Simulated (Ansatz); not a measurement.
FH9N3O2Ta

The calculation's input:

```
crystal:
  periodic: [false, false, false]
  atoms:
    - { symbol: Ta, position_ang: [-0.026736, 0.046386, 0.123505] }
    - { symbol: O, position_ang: [1.967005, 0.307943, 0.138975] }
    - { symbol: H, position_ang: [2.338902, 0.561507, 1.004869] }
    - { symbol: "N", position_ang: [-0.188249, -0.05635, 2.147366] }
    - { symbol: H, position_ang: [-0.240905, -0.889635, 2.743795] }
    - { symbol: H, position_ang: [-0.191172, 0.780389, 2.744431] }
    - { symbol: O, position_ang: [0.147644, -0.550815, -1.719131] }
    - { symbol: H, position_ang: [-0.246153, -1.177715, -2.350317] }
    - { symbol: "N", position_ang: [-0.828475, 1.859846, -0.013481] }
    - { symbol: H, position_ang: [-1.808573, 2.083715, 0.195267] }
    - { symbol: H, position_ang: [-0.427853, 2.577001, -0.631567] }
    - { symbol: "N", position_ang: [-1.44785, -1.402294, 0.213596] }
    - { symbol: H, position_ang: [-1.879101, -1.710394, 1.090566] }
    - { symbol: H, position_ang: [-1.527534, -2.153371, -0.480404] }
    - { symbol: F, position_ang: [1.636445, -2.589629, 0.434647] }
    - { symbol: H, position_ang: [2.188106, -1.882383, 0.170381] }
basis:
  gaussian: { orbitals: def2-SVP }
hamiltonian:
  xc: pbe
relax:
  f_tol: 0.03
  max_steps: 50
output:
  orbitals: {}
```

Command:

```sh
ansatz run input.yaml --threads 4 --pin off --max-ram 5120MiB --backend cpu --events-out ev --progress --plain --runs-dir out
```

The fields are those of the run's last geometry, not of the input's.

Core potentials replace the inner electrons of Ta.

The calculation used Ansatz, RKS PBE/def2-SVP.

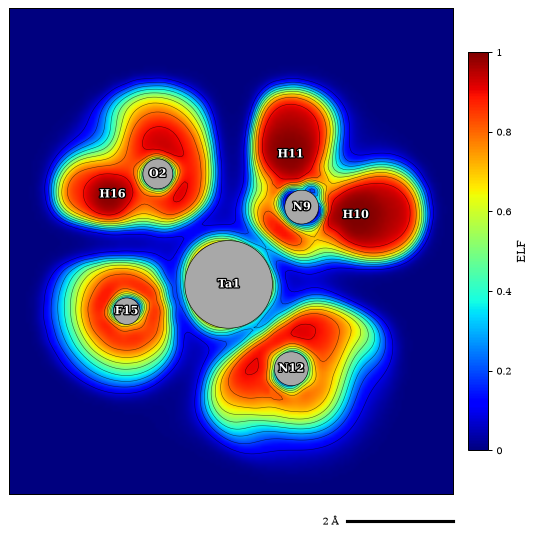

Figure 1. ELF on the plane of atoms Ta1, N9 and H10. Grey discs cover the atomic cores.

Question: What does the map show?

Answer: Atoms in the plane: Ta, O, N, H and F.
Ta–F (1.98 Å): the ELF peaks at about 0.85 in the valence shell of F, 0.5 Å from its nucleus, and drops to about 0.20 between the two atoms.
Ta–N (1.98 Å): the ELF peaks at about 0.90 in the valence shell of N, 0.6 Å from its nucleus, and drops to about 0.30 between the two atoms.
O–H (0.98 Å): the ELF climbs to about 1 towards the hydrogen, as it does in any bond to H (a covalent bond by its length).
N–H (1.02 Å): the ELF climbs to about 1 towards the hydrogen; a covalent bond by its length.

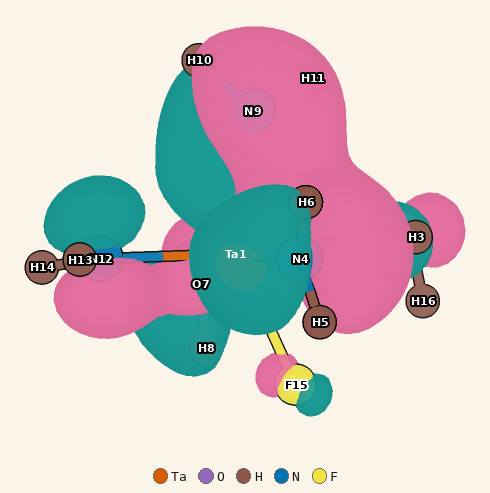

Figure 2. The HOMO−1 at ±0.08 Å⁻³ᐟ² (teal and pink are the two phases), seen from one side.

Question: Describe this orbital and give its energy.

Answer: By Hirshfeld shares it lies mainly on N9 (about 30 %), N4 (about 25 %), O7 (about 15 %), Ta1 (about 10 %) and N12 (about 5 %); largely a combination of lone pairs on N9, N4, O7 and N12. Its energy is −5.79 eV.
